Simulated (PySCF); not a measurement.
**What a change does: NMR shielding calculation on C6H12N**

System: C6H12N, charge +1.
Method of run 1: GIAO PBE0/pcSseg-1 NMR shielding, non-relativistic, gas phase (PySCF 2.14.0).

The geometry comes from this level: GFN2-xTB. Text and figures count atoms from 1; the logs count them from 0 in places.

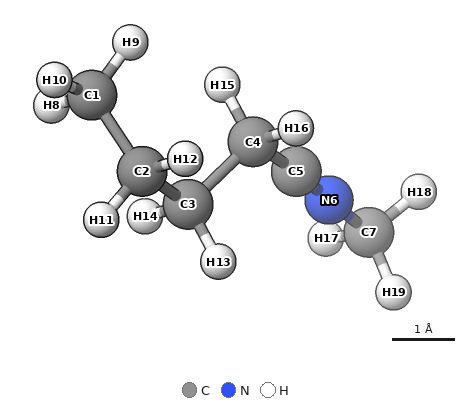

Figure 1. The structure (ball-and-stick view, seen at an oblique angle; atoms are numbered from 1 in the order of the input). Bond lengths as drawn: C–C 1.40 to 1.55 Å, C–H 1.09 to 1.10 Å and C–N 1.15 to 1.38 Å.

## Input file, run 1
```
{"job": {"kind": "nmr", "xc": "PBE0", "basis": "pcSseg-1", "pop": true, "grid": 1, "scf": {"guess": "huckel"}}, "charge": 1, "multiplicity": 1}
C     -2.890347     0.322922     0.088099
C     -2.088708    -0.790975    -0.572639
C     -0.619824    -0.432694    -0.792727
C      0.101367    -0.226762     0.565212
C      1.454403     0.089056     0.381673
N      2.553133     0.345728     0.148958
C      3.870335     0.663321    -0.098675
H     -2.778260     1.256973    -0.457438
H     -2.593491     0.480340     1.122927
H     -3.944150     0.061129     0.090258
H     -2.518429    -1.002825    -1.552876
H     -2.162235    -1.703321     0.021482
H     -0.126959    -1.233422    -1.344970
H     -0.552491     0.484533    -1.378852
H     -0.384933     0.589754     1.110809
H      0.019689    -1.137215     1.169637
H      3.919422     1.630137    -0.603477
H      4.416395     0.716748     0.845278
H      4.315282    -0.104178    -0.734979
```

The first line tells a small driver script what to run in PySCF; the rest is the geometry in Å.

Command:
```bash
OMP_NUM_THREADS=1 python <driver script> task.json out
```

Hardware: 1 CPU thread, shared host.

## Output (run 1)
```
final grid: 65864 points
cycle   1  E = -286.6277396338  dE = -7.871e-01  |g| = 3.776e+00  |ddm| = 4.846e+00
cycle   2  E = -266.8099185489  dE =  1.982e+01  |g| = 6.609e+00  |ddm| = 3.341e+01
cycle   3  E = -274.7780149029  dE = -7.968e+00  |g| = 4.501e+00  |ddm| = 4.031e+01
cycle   4  E = -289.8931709150  dE = -1.512e+01  |g| = 4.167e-01  |ddm| = 2.265e+01
cycle   5  E = -289.8948101395  dE = -1.639e-03  |g| = 4.799e-01  |ddm| = 7.119e-01
cycle   6  E = -289.9434583656  dE = -4.865e-02  |g| = 1.031e-01  |ddm| = 3.115e-01
cycle   7  E = -289.9456773119  dE = -2.219e-03  |g| = 3.399e-02  |ddm| = 9.998e-02
cycle   8  E = -289.9459755822  dE = -2.983e-04  |g| = 1.630e-02  |ddm| = 3.898e-02
cycle   9  E = -289.9460351037  dE = -5.952e-05  |g| = 3.463e-03  |ddm| = 1.320e-02
cycle  10  E = -289.9460377614  dE = -2.658e-06  |g| = 1.012e-03  |ddm| = 2.506e-03
cycle  11  E = -289.9460380057  dE = -2.443e-07  |g| = 4.672e-04  |ddm| = 1.163e-03
cycle  12  E = -289.9460380554  dE = -4.972e-08  |g| = 7.159e-05  |ddm| = 3.594e-04
cycle  13  E = -289.9460380564  dE = -9.984e-10  |g| = 2.070e-05  |ddm| = 6.303e-05
converged SCF energy = -289.9460380564

GIAO shielding tensors (ppm)
atom      isotropic    diamagn.    paramagn.     s11        s22        s33       span
  0 C      173.782     248.243     -74.461    158.734    174.201    188.411     29.677
  1 C      160.028     247.151     -87.124    150.742    157.421    171.920     21.177
  2 C      152.683     250.905     -98.223    136.930    153.560    167.558     30.627
  3 C      174.666     253.714     -79.048    154.971    175.870    193.156     38.185
  4 C       63.482     270.222    -206.740    -44.933    -35.615    270.994    315.927
  5 N      100.256     338.329    -238.073    -11.296     -3.152    315.217    326.513
  6 C      162.113     247.837     -85.724    143.650    143.803    198.885     55.235
  7 H       30.874      29.597       1.277     26.685     28.645     37.292     10.607
  8 H       30.789      30.099       0.690     26.009     30.371     35.986      9.977
  9 H       29.834      26.204       3.631     25.055     26.730     37.718     12.663
 10 H       29.399      28.832       0.566     23.664     27.954     36.578     12.914
 11 H       30.175      30.072       0.102     25.418     29.000     36.106     10.688
 12 H       29.263      32.553      -3.290     23.829     29.179     34.781     10.953
 13 H       29.808      33.335      -3.527     25.279     29.541     34.604      9.326
 14 H       28.234      31.192      -2.957     21.891     29.106     33.707     11.816
 15 H       28.940      30.115      -1.175     23.310     28.355     35.155     11.846
 16 H       27.624      27.160       0.464     22.786     25.835     34.251     11.465
 17 H       27.609      24.921       2.688     22.778     25.579     34.471     11.693
 18 H       27.621      26.481       1.140     22.788     25.809     34.266     11.478
```

The input of run 2 differs as follows (lines with − go, lines with + come):
```diff
-"pop": true
-"grid": 1
-"scf": {"guess": "huckel"}
```

What does this change do to the results?

The energy doesn't change within 0.01 kcal/mol. No shielding changes by as much as 0.05 ppm. The number of SCF iterations is the same.

## Output (run 2)
```
coarse grid: 15024 points
cycle   1  E = -289.8611207098  dE =  1.086e+00  |g| = 3.940e-01  |ddm| = 3.697e+00
cycle   2  E = -289.8494539937  dE =  1.167e-02  |g| = 4.569e-01  |ddm| = 8.865e-01
cycle   3  E = -289.9036246027  dE = -5.417e-02  |g| = 7.212e-02  |ddm| = 4.275e-01
cycle   4  E = -289.9039955133  dE = -3.709e-04  |g| = 5.929e-02  |ddm| = 6.440e-02
cycle   5  E = -289.9047061078  dE = -7.106e-04  |g| = 1.052e-02  |ddm| = 3.502e-02
cycle   6  E = -289.9047293524  dE = -2.324e-05  |g| = 3.004e-03  |ddm| = 9.511e-03
cycle   7  E = -289.9047314662  dE = -2.114e-06  |g| = 4.203e-04  |ddm| = 2.360e-03
final grid: 142704 points
cycle   8  E = -289.9460128171  dE = -4.048e-05  |g| = 8.263e-03  |ddm| = 2.944e-02
cycle   9  E = -289.9460101550  dE =  2.662e-06  |g| = 8.958e-03  |ddm| = 1.266e-02
cycle  10  E = -289.9460303134  dE = -2.016e-05  |g| = 7.599e-04  |ddm| = 6.862e-03
cycle  11  E = -289.9460304611  dE = -1.477e-07  |g| = 1.264e-04  |ddm| = 7.615e-04
cycle  12  E = -289.9460304649  dE = -3.751e-09  |g| = 4.350e-05  |ddm| = 1.297e-04
cycle  13  E = -289.9460304653  dE = -3.957e-10  |g| = 1.559e-05  |ddm| = 3.900e-05
converged SCF energy = -289.9460304653

GIAO shielding tensors (ppm)
atom      isotropic    diamagn.    paramagn.     s11        s22        s33       span
  0 C      173.786     248.255     -74.469    158.735    174.202    188.422     29.688
  1 C      160.033     247.147     -87.114    150.755    157.427    171.918     21.163
  2 C      152.681     250.901     -98.220    136.943    153.552    167.547     30.603
  3 C      174.667     253.712     -79.044    154.976    175.870    193.155     38.180
  4 C       63.485     270.224    -206.738    -44.927    -35.611    270.994    315.921
  5 N      100.258     338.329    -238.071    -11.291     -3.150    315.214    326.505
  6 C      162.114     247.838     -85.724    143.653    143.806    198.882     55.229
  7 H       30.874      29.599       1.275     26.686     28.645     37.292     10.607
  8 H       30.789      30.101       0.688     26.009     30.370     35.987      9.978
  9 H       29.834      26.205       3.629     25.054     26.730     37.718     12.664
 10 H       29.399      28.831       0.568     23.663     27.954     36.579     12.915
 11 H       30.175      30.072       0.103     25.418     29.000     36.106     10.688
 12 H       29.263      32.551      -3.288     23.829     29.178     34.782     10.953
 13 H       29.809      33.335      -3.527     25.280     29.541     34.605      9.326
 14 H       28.233      31.190      -2.957     21.890     29.104     33.706     11.816
 15 H       28.940      30.114      -1.174     23.309     28.356     35.156     11.847
 16 H       27.624      27.160       0.464     22.786     25.836     34.251     11.465
 17 H       27.609      24.920       2.689     22.778     25.579     34.471     11.693
 18 H       27.621      26.481       1.140     22.788     25.809     34.266     11.478
```

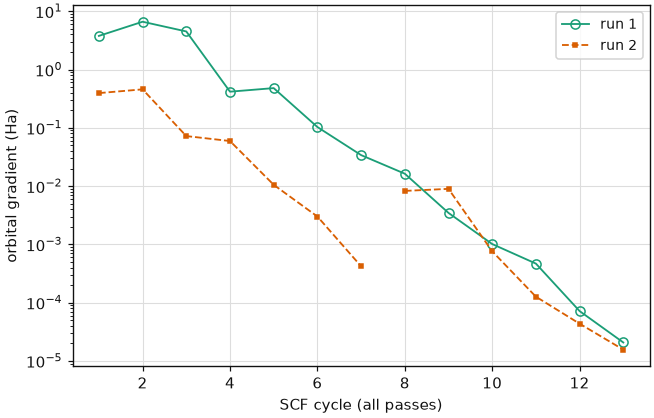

Figure 2. Convergence of the two runs: orbital gradient against the SCF cycle. A break in a curve parts two SCF passes (coarse and final grid). Run 1 takes 13 cycles in all, and run 2 takes 13.

## The two runs side by side

| quantity | run 1 | run 2 |
| --- | --- | --- |
| outcome | converged | converged |
| total energy (hartree) | −289.946038 | −289.946030 |
| HOMO (eV) | −13.11 | −13.11 |
| LUMO (eV) | −5.65 | −5.65 |
| shielding of C1 (ppm) | 173.8 | 173.8 |
| shielding of C2 (ppm) | 160.0 | 160.0 |
| shielding of C3 (ppm) | 152.7 | 152.7 |
| shielding of C4 (ppm) | 174.7 | 174.7 |
| shielding of C5 (ppm) | 63.5 | 63.5 |
| shielding of N6 (ppm) | 100.3 | 100.3 |
| shielding of C7 (ppm) | 162.1 | 162.1 |
| SCF iterations | 13 | 13 |
| basis functions | 179 | 179 |
| wall time (shared host) | 14 s | 23 s |
